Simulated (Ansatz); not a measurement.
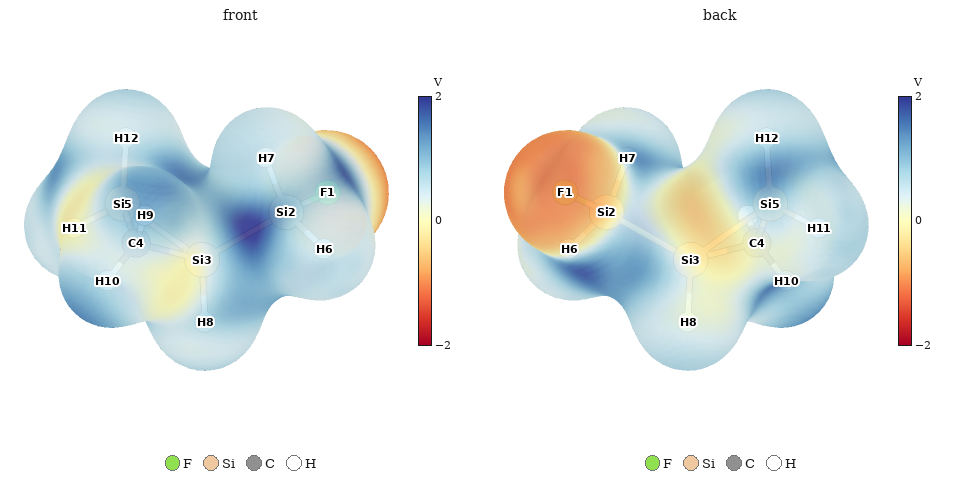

Figure. CH7FSi3 (SMILES F[SiH2][SiH]1C[SiH2]1). The electrostatic potential painted on the density surface at 0.004 e/bohr³, seen from the front and from behind; red is negative and blue positive.

The calculation used RKS LDA/def2-SVP (Ansatz).

The calculation's input:

```
crystal:
  periodic: [false, false, false]
  atoms:
    - { symbol: F, position_ang: [-3.1802, 0.4444, 0.849] }
    - { symbol: Si, position_ang: [-1.6481, 0.7468, 0.786] }
    - { symbol: Si, position_ang: [-0.6615, -0.9825, -0.4526] }
    - { symbol: C, position_ang: [1.1781, -1.2402, -0.1734] }
    - { symbol: Si, position_ang: [1.23839, -2.92806, 0.18523] }
    - { symbol: H, position_ang: [-1.3965, 2.0866, 0.1494] }
    - { symbol: H, position_ang: [-1.0995, 0.7437, 2.1855] }
    - { symbol: H, position_ang: [-0.907, -0.8546, -1.8964] }
    - { symbol: H, position_ang: [1.51704, -0.59184, 0.55899] }
    - { symbol: H, position_ang: [1.72779, -0.91673, -1.08055] }
    - { symbol: H, position_ang: [1.04847, -3.82002, -1.02799] }
    - { symbol: H, position_ang: [0.54752, -3.43869, 1.36108] }
basis:
  gaussian: { orbitals: def2-SVP }
hamiltonian:
  xc: lda
relax:
  f_tol: 0.015
  max_steps: 40
output:
  orbitals: {}
```

Launched as:

```sh
ansatz run input.yaml --threads 2 --pin off --max-ram 3072MiB --backend cpu --events-out ev --progress --plain --runs-dir out
```

The fields are those of the relaxed geometry.

> Which sites attract a positive test charge, and which a negative one?

A positive charge is drawn to the negative regions and a negative charge to the positive ones. The most negative region (about −1.0 V, or −23 kcal/mol for a unit charge) lies over F1, the most positive (about +1.9 V, or +44 kcal/mol for a unit charge) over Si2.
